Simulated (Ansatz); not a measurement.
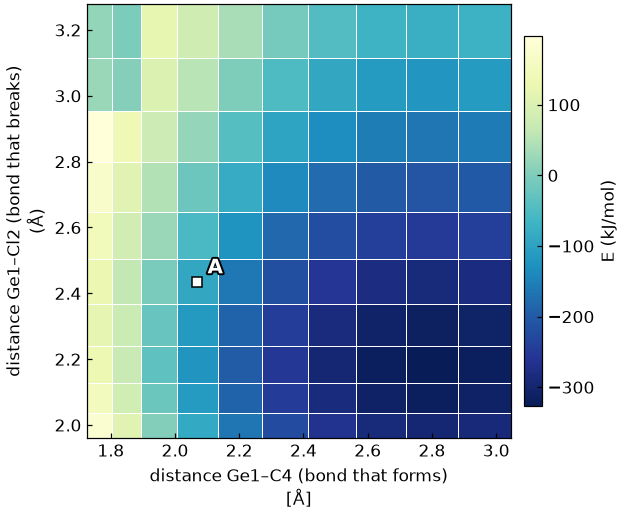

The reacting system CH5ClGeO (fragments CH₅ClGeO where the first distance is long, CH₄GeO + ClH where the second is long). The first coordinate is: distance Ge1–C4 (bond that forms); the second: distance Ge1–Cl2 (bond that breaks). Relaxed at each point: all other coordinates. The grid has 10 × 10 points. Points are written as (first, second). Energies: kJ/mol, counted from a guessed transition structure relaxed with its forming and breaking bonds held. Energies and slopes of some neighbouring points disagree (a jump in structure or state, or too coarse a mesh). The reference is spin-restricted, so regions where a bond is pulled apart into radicals lie too high. Theory: RHF/def2-SVP in Ansatz 0.2.0.

In the figure: one coloured cell a grid point, the point A.

Q: Which way does the force act at A, and how strong is it?

A: A, at (2.068 Å, 2.433 Å), is not a stationary point. The computed force is 630 kJ/mol for each Å towards larger values of the first coordinate and 220 kJ/mol for each Å towards smaller values of the second coordinate.
